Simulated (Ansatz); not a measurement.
Run report: C$_{5}$H$_{8}$O$_{2}$S, single-point calculation

C$_{5}$H$_{8}$O$_{2}$S, SMILES CC1=CCS(=O)(=O)C1, computed with RKS PBE0-D4/def2-TZVPP (Ansatz 0.2.0).

The geometry comes from this level: PBE0-D4/def2-TZVP.

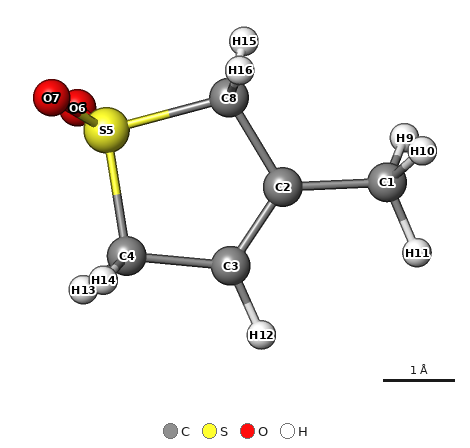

*The input geometry (ball-and-stick view, seen at a tilt; atoms are numbered from 1 in the order of the input).*

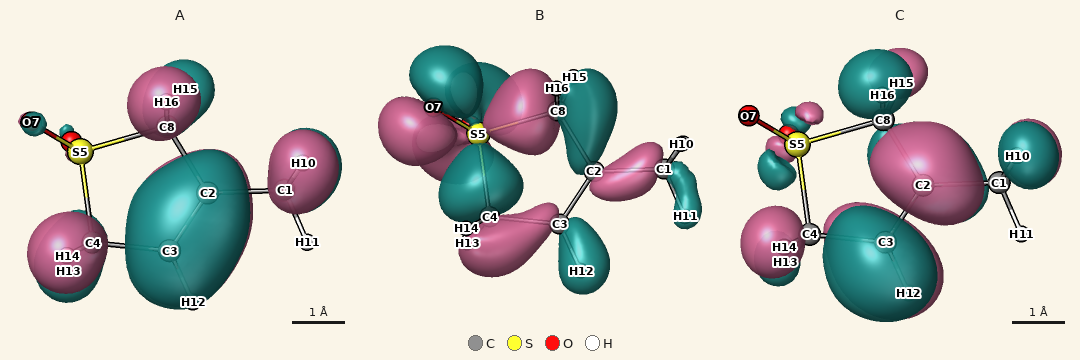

*Three frontier orbitals at ±0.08 Å⁻³ᐟ² (teal and pink are the two phases).*

B is the HOMO−1 (−8.25 eV). By Hirshfeld shares it lies mainly on O7 (25 %), O6 (20 %), S5 (15 %), C8 (15 %) and C4 (10 %). A is the HOMO (−7.72 eV). C is the LUMO (−0.26 eV). By Hirshfeld shares it lies mainly on C3 (30 %) and C2 (30 %). The HOMO–LUMO gap is 7.46 eV between the orbital energies.

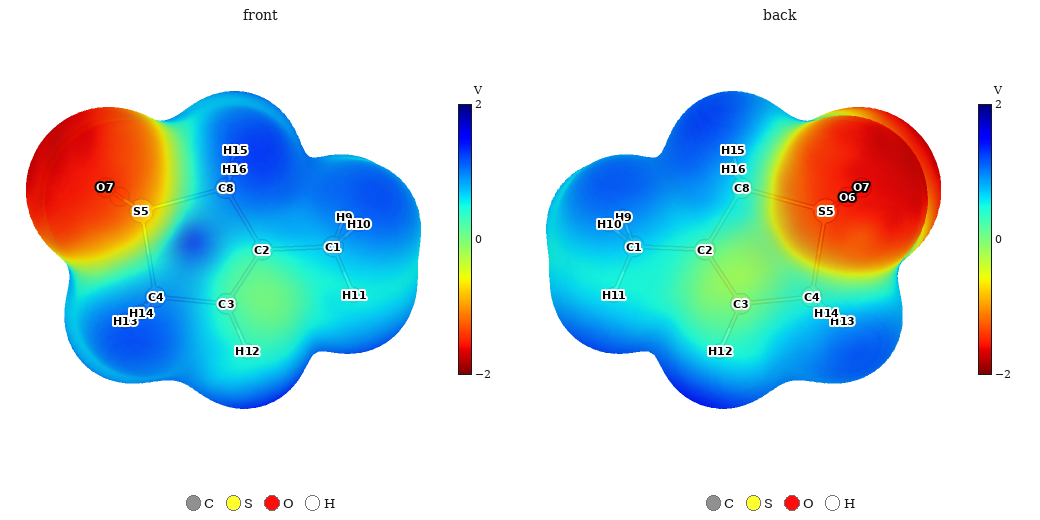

*The molecular electrostatic potential painted on the density surface at 0.002 e/bohr³, seen face on and from behind; red is negative and blue positive.*

A positive charge is drawn to the negative regions and a negative charge to the positive ones.

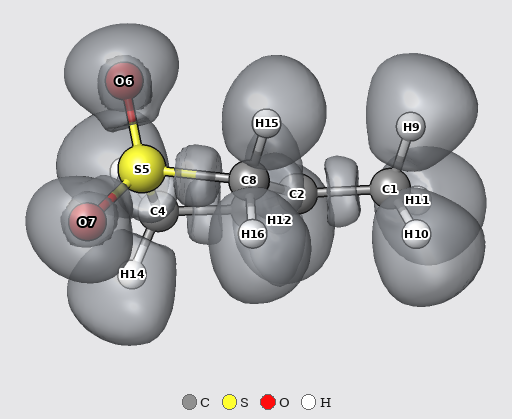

*Isosurface of the electron localisation function at 0.75 (grey), seen from the side. Core shells and regions of very low density are left out.*

Values along the shortest contacts: C–C (1.33 Å): the ELF peaks at about 0.90 between the atoms; a multiple bond by its length, whose ELF region spreads away from the axis.

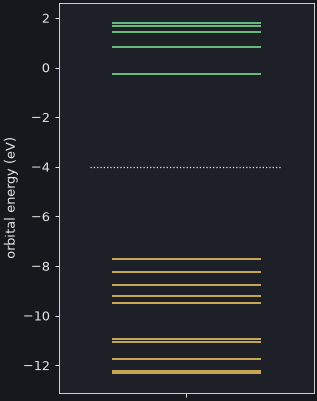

*Orbital energies near the frontier; the dotted line parts filled from empty levels, and levels within 0.02 eV of each other stand side by side.*

Highest filled −7.72 eV, lowest empty −0.26 eV, 7.46 eV apart.

The input that produced these results follows, with the program's output.

### Input file
```yaml
crystal:
  periodic: [false, false, false]
  atoms:
    - {symbol: C, position_ang: [2.199934, 0.265462, 0.337604]}
    - {symbol: C, position_ang: [0.756435, -0.005772, 0.105362]}
    - {symbol: C, position_ang: [0.266121, -0.972737, -0.669973]}
    - {symbol: C, position_ang: [-1.215225, -1.081828, -0.783443]}
    - {symbol: S, position_ang: [-1.814248, 0.444854, -0.040868]}
    - {symbol: O, position_ang: [-2.040661, 1.402221, -1.088250]}
    - {symbol: O, position_ang: [-2.843364, 0.173770, 0.923623]}
    - {symbol: C, position_ang: [-0.266013, 0.857451, 0.775825]}
    - {symbol: H, position_ang: [2.462900, 1.275028, 0.006573]}
    - {symbol: H, position_ang: [2.443714, 0.208057, 1.403089]}
    - {symbol: H, position_ang: [2.827378, -0.447770, -0.198262]}
    - {symbol: H, position_ang: [0.906320, -1.660084, -1.212211]}
    - {symbol: H, position_ang: [-1.581730, -1.110735, -1.811792]}
    - {symbol: H, position_ang: [-1.638340, -1.921164, -0.226027]}
    - {symbol: H, position_ang: [-0.093119, 1.926982, 0.635667]}
    - {symbol: H, position_ang: [-0.370084, 0.646263, 1.843093]}
basis:
  gaussian: {orbitals: def2-TZVPP}
hamiltonian: {xc: pbe0, dispersion: d4}
output: {orbitals: {seedname: orbitals}}
```

Command:
```bash
ansatz run in.yaml --threads 2 --pin off --events-out ev --progress --plain --max-ram 20480MiB --backend cuda --devices 0, --max-vram 18GiB
```

### Output
```
Functional definition: PBE0
  name "PBE0"
  cite "Adamo & Barone, J. Chem. Phys. 110, 6158 (1999) doi:10.1063/1.478522"
  cite "Perdew, Burke & Ernzerhof, Phys. Rev. Lett. 77, 3865 (1996) doi:10.1103/PhysRevLett.77.3865"
  parent pbe
  parameter a = 0.25
  parameter kappa = 0.804
  parameter beta = 0.06672455060314922
  exchange = (1 - a)*pbe_x(kappa = kappa, mu = beta*pi^2/3) + a*exact_x
  correlation = pbe_c(beta = beta)
1989 factors; their error is unknown
mean field evaluation 1: about -20219.0663 eV, gradient 8.9e1 eV
mean field evaluation 2: about -20208.0926 eV, gradient 1.2e2 eV
mean field evaluation 4: about -20233.8273 eV, gradient 5.8e0 eV
mean field evaluation 8: about -20233.8939 eV, gradient 4.2e-1 eV
mean field evaluation 16: about -20233.9037 eV, gradient 1.0e-3 eV
mean field -20233.90368543 eV, -743.5822454072 hartree, gradient 5.5e-5 eV, S^2 0.000000; 0 other end points of the search recorded, 0 dependent functions left out
reference -20233.90371947 eV, -743.5822466579 hartree; 35, 35 occupied and 336, 336 virtual orbitals, 1989 factors
Total energy: -20234.29603859 eV, -743.5966641197 hartree
```

### Key numbers

- outcome: converged
- total energy: −20234.2960 eV
- mean-field energy: −20233.9037 eV
- dispersion energy: −0.3923 eV
- SCF solution under orbital rotations: stable
- HOMO: −7.72 eV
- LUMO: −0.26 eV
- hardware: 2 CPU threads, shared host
- wall time: 3.9 s (CPU time 4.5 s)
- peak memory: 0.88 GiB
